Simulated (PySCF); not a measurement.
**TaO (doublet): density, localisation and related maps**

```xyz
2

Ta    0.0000    0.0000   -0.1367
O     0.0000    0.0000    1.5463
```

Core potentials replace the inner electrons of Ta.

Theory: PBE0/def2-TZVPPD, non-relativistic Hamiltonian with scalar-relativistic core potentials where named, at a bond length of 1.683 Å in PySCF.

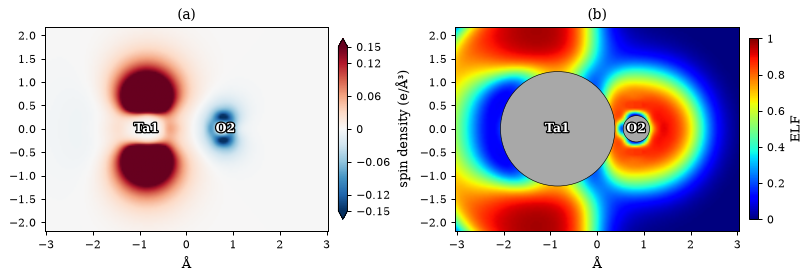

Figure 1. (a) spin density (α minus β); (b) ELF on a plane that holds the molecular axis. Grey discs cover the atomic cores in the ELF map.

> What does the map show?

Atoms in the plane: Ta and O. Ta–O (1.68 Å): the ELF peaks at about 0.85 in the valence shell of O, 0.5 Å from its nucleus, and is about 0.40 at the midpoint. The unpaired spin (1 electron) lies mostly on Ta1 (about 1.0), in electrons by Hirshfeld's partition.

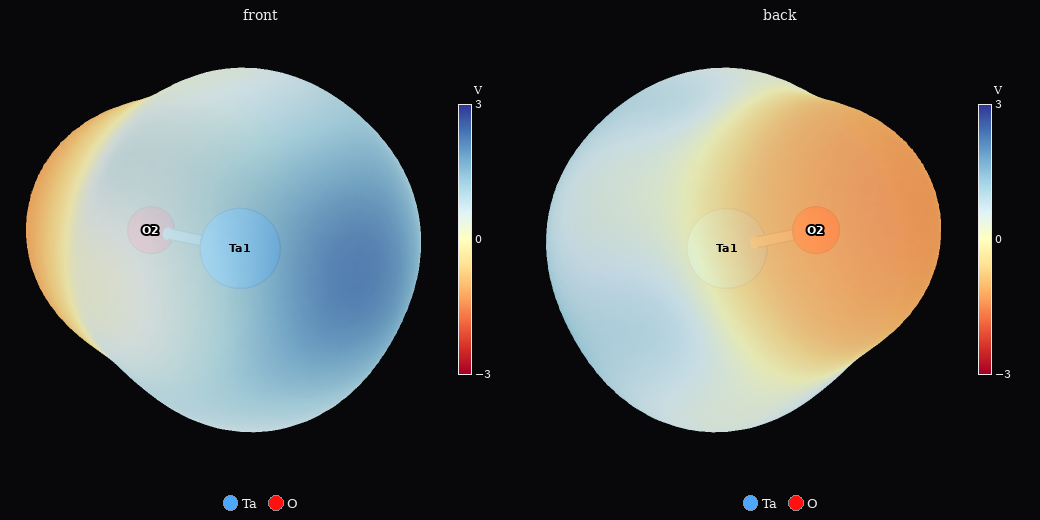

Figure 2. The molecular electrostatic potential painted on the density surface at 0.002 e/bohr³, seen from the front and from behind; the colour scale runs from red (negative) to blue (positive).

> Which sites attract a positive test charge, and which a negative one?

A positive charge is drawn to the negative regions and a negative charge to the positive ones. The most negative region (about −1.4 V, or −32 kcal/mol for a unit charge) lies over O2, the most positive (about +2.3 V, or +53 kcal/mol for a unit charge) over Ta1. O2 is the likeliest acceptor of a hydrogen bond.
